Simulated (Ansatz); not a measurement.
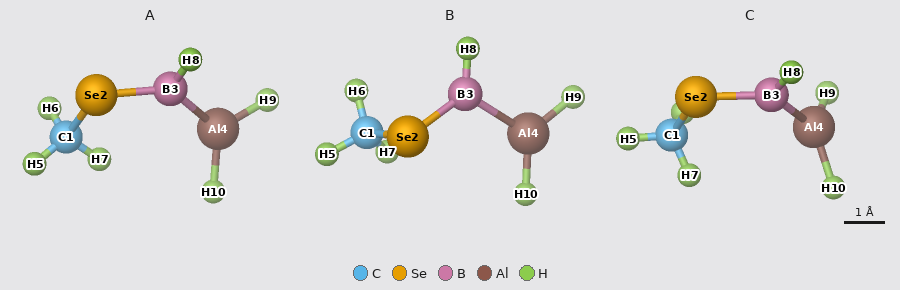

3 geometries from one relaxation of CH6AlBSe, in shuffled order. Style: ball-and-stick. Shown at a tilt.

The run prepares an end point of a later path (torsion) calculation, from a guessed geometry.

Method: RKS BLYP-D4/def2-SVP (Ansatz 0.2.0). Set-up: no spin polarisation; force threshold 0.015 eV/Å; at most 40 steps.

Q: Put them in the order of the run, from the start to the converged end.

A: B, A, C. They are steps 0, 8, 31, at +36.4 kcal/mol, +1.90 kcal/mol relative to the last. After 29 accepted moves (31 points after the start) the energy has fallen by 36.4 kcal/mol. Largest force component: 2.7 eV/Å at the start, 0.0064 eV/Å at the end. The line search rejected the trial steps at points 19, 25 of the run. The atom that moves furthest after the best rigid fit is H8 (1.57 Å). By element the largest moves are H 1.57 Å, Se 1.06 Å, B 0.49 Å, Al 0.41 Å, C 0.28 Å. Near-neighbour distances that change, for instance: C1–Se2 1.881 → 2.002 Å, Se2–B3 1.994 → 1.914 Å, B3–H8 1.151 → 1.217 Å, Al4–H10 1.539 → 1.604 Å. Bond angles that change, for instance: Se2–B3–H8 123.3° → 109.9°, C1–Se2–B3 90.9° → 103.4°, Al4–B3–H8 117.0° → 124.8°. Groups turn about Se2–B3 by about 90°, B3–Al4 by about 90°. Cost: 70 s on 2 threads of Intel(R) Xeon(R) Platinum 8259CL CPU @ 2.50GHz (Skylake/Cascade Lake), with other jobs on the host, peak memory 0.17 GiB.
